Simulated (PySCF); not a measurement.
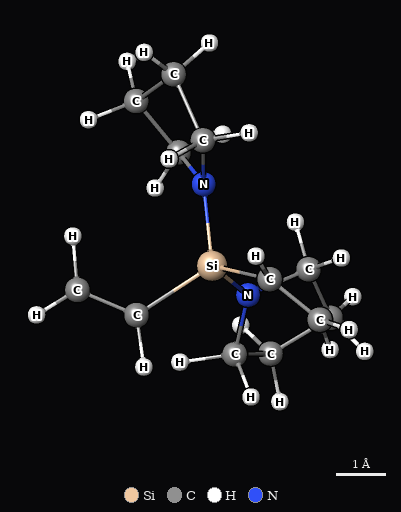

Starting structure of C12H22N2Si. Style: ball-and-stick. Shown from a free direction.

The start comes from GFN2-xTB. Its atoms were then displaced at random by about 0.03 Å.

The calculation used PySCF, PBE0-D3(BJ)/def2-SVP geometry optimisation, gas phase.

```xyz
37

Si    0.6955   -0.1017    0.5748
C     0.6636    0.0453    2.4498
C     0.5194    1.1744    3.1235
H     0.9157   -0.8587    2.9940
H     0.4404    2.1128    2.6279
H     0.6089    1.2277    4.2217
C     2.4535   -0.1770   -0.0489
C     2.9347   -1.1656   -0.7816
H     3.1114    0.6318    0.2853
H     2.2396   -2.0033   -1.0344
H     3.8896   -1.2613   -1.0658
N    -0.0086    1.3751   -0.1681
C     0.6745    2.4808   -0.7803
C    -0.3220    3.3782   -1.3760
C    -1.4482    3.2383   -0.4131
C    -1.4069    1.8376    0.0102
H     1.4917    2.0905   -1.4713
H     1.2835    3.0131    0.0462
H    -0.5754    2.9496   -2.3616
H     0.0194    4.4075   -1.5107
H    -1.2901    3.9046    0.4251
H    -2.3655    3.5010   -0.8783
H    -1.7191    1.6759    0.9520
H    -2.0704    1.2140   -0.6869
N    -0.3427   -1.3788    0.1558
C    -0.4927   -2.5337    0.9111
C    -1.1563   -3.6469    0.0472
C    -0.7982   -3.0471   -1.3644
C    -0.9146   -1.5822   -1.2090
H    -1.0483   -2.3805    1.7937
H     0.5269   -2.9262    1.1903
H    -2.2070   -3.6150    0.1019
H    -0.7851   -4.5720    0.1893
H     0.2054   -3.3506   -1.6667
H    -1.5105   -3.4128   -2.1865
H    -0.3717   -0.9866   -1.9097
H    -1.9747   -1.1818   -1.1762
```

Question: Predict the outcome.

Answer: The largest moves after the best rigid fit, 0.92 Å, are those of H33, H36 and H37. By element the largest moves are H 0.92 Å, C 0.54 Å, N 0.30 Å, Si 0.14 Å. Some distances before and after: C16–H23 1.005 → 1.104 Å, C8–H11 1.001 → 1.096 Å, N25–C26 1.388 → 1.458 Å, Si1–N12 1.797 → 1.733 Å. Bond angles that change, for instance: C7–Si1–N25 117.6° → 110.9°, C13–N12–C16 105.0° → 111.1°, N25–C26–C27 109.8° → 104.1°. The energy falls by 163.7 kJ/mol in 16 geometry steps.

Final geometry:

```xyz
37

Si    0.8004   -0.0043    0.5738
C     0.8185   -0.0312    2.4474
C     0.6005    1.0732    3.1710
H     1.0567   -0.9605    2.9827
H     0.3679    2.0281    2.6838
H     0.6448    1.0820    4.2663
C     2.5548   -0.0064   -0.0854
C     3.1165   -1.1041   -0.6054
H     3.1685    0.9019   -0.0125
H     2.5504   -2.0395   -0.6931
H     4.1535   -1.1266   -0.9612
N     0.0404    1.4379   -0.0140
C     0.6475    2.4645   -0.8528
C    -0.5415    3.2366   -1.4206
C    -1.5777    3.1213   -0.3084
C    -1.3843    1.6864    0.1715
H     1.2748    2.0311   -1.6500
H     1.3011    3.1435   -0.2685
H    -0.9135    2.7400   -2.3322
H    -0.2893    4.2742   -1.6847
H    -1.3378    3.8267    0.5048
H    -2.6067    3.3283   -0.6375
H    -1.6910    1.5527    1.2235
H    -2.0045    0.9903   -0.4294
N    -0.0603   -1.4132    0.0477
C    -0.5625   -2.4985    0.8811
C    -1.5242   -3.2550   -0.0325
C    -0.8960   -3.0627   -1.4080
C    -0.4255   -1.6127   -1.3499
H    -1.0655   -2.1246    1.7889
H     0.2505   -3.1719    1.2209
H    -2.5182   -2.7780   -0.0068
H    -1.6505   -4.3090    0.2562
H    -0.0292   -3.7351   -1.5237
H    -1.5856   -3.2592   -2.2422
H     0.4240   -1.4210   -2.0281
H    -1.2410   -0.9289   -1.6621
```

The end point in the same view:

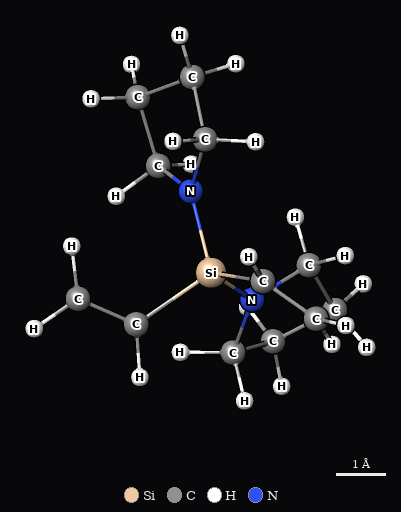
